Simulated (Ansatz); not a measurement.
**Computed frozen-phonon scan: TaSi2 (CrSi2 type, space group P6_222)**

Starting cell, TaSi$_{2}$ (CrSi2 type, space group P6_222):

```
CELL_PARAMETERS angstrom
      4.80299     0.00000     0.00000
     -2.40149     4.15951     0.00000
      0.00000     0.00000     6.60342
ATOMIC_POSITIONS crystal
  Ta 0.50000 0.00000 0.00000
  Ta 0.50000 0.50000 0.33333
  Ta 0.00000 0.50000 0.66667
  Si 0.15903 0.31806 0.00000
  Si 0.84097 0.15903 0.33333
  Si 0.68194 0.84097 0.66667
  Si 0.84097 0.68194 0.00000
  Si 0.15903 0.84097 0.33333
  Si 0.31806 0.15903 0.66667
```

The atoms are displaced by Q × the pattern below (from a DFPT mode at Γ, largest move 1; Q in Å), at fixed cell. It is one choice among 2 degenerate patterns.

```tsv
atom	x	y	z
Ta1	0.000	0.138	0.000
Ta2	-0.122	-0.074	0.000
Ta3	0.122	-0.074	0.000
Si4	0.000	-0.848	0.000
Si5	0.744	0.441	-0.502
Si6	-0.744	0.441	-0.502
Si7	0.000	-0.848	0.000
Si8	0.744	0.441	0.502
Si9	-0.744	0.441	0.502
```

Computed with PBE (plane waves to 420 eV, PAW, scalar-relativistic; Ansatz, a first-principles code). k mesh 11×11×7 (Γ-centred), Fermi-Dirac smearing 0.05 eV. The energy includes the smearing's −TS. With partly filled bands, energies and forces of such displacements shift with the k mesh and the smearing. Spin-orbit coupling is left out, though Ta is heavy. TaSi2 is run without spin polarisation. TaSi2 was relaxed with its symmetry unable to fall. The zero of ΔE is the undisplaced structure.

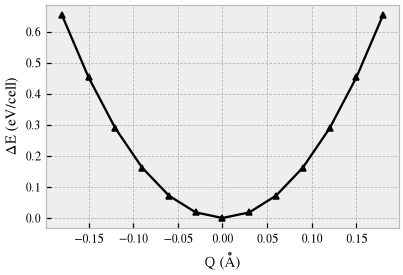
*ΔE (eV/cell) against Q (Å); computed points joined by lines.*

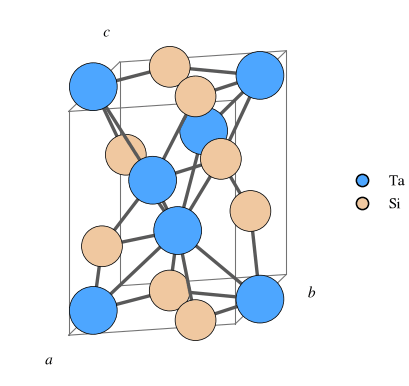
Fig. 1. The cell of the calculation at Q = -0.180 Å.

The energy at Q = 0.180 Å is 654 meV/cell. Space group of the distorted cell: C2 (No. 5), lowered from P6_222. Harmonic wavenumber from the curvature (finite differences): 258 cm⁻¹. Shape of the curve: a single well with its minimum at or next to zero displacement. Symmetry of the curve: even: the same for both signs.

E″ = 39.90 eV/Å², M = Σ mᵢ|uᵢ|² = 163.6 u, ν̃ = 521.5·√(|E″|/M).

(For displaced atoms, the force is minus the slope of the energy, and its curvature is a force constant, which sets phonon frequencies.)
